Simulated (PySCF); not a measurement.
SMILES [SiH4] (H4Si) at its PBE0/def2-SVP optimised geometry (Å):

```
5

Si    -0.4976    -0.3519     0.0000
H     -0.9952    -1.0556    -1.2189
H      0.9953    -0.3519     0.0000
H     -0.9953    -1.0556     1.2189
H     -0.9953     1.0556     0.0000
```

Method: PBE0/def2-TZVP run with PySCF. Cells within 0.4 Å of a nucleus heavier than hydrogen are left out (blank, or x).

Map of the Laplacian of the electron density (e/bohr⁵), clipped to [-1.50, 1.50] on the plane z = 0.0 Å:

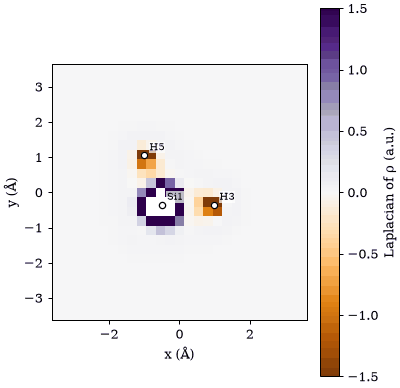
Fig. 1. Laplacian of the electron density (e/bohr⁵), clipped to [-1.50, 1.50] on the plane z = 0.0 Å.
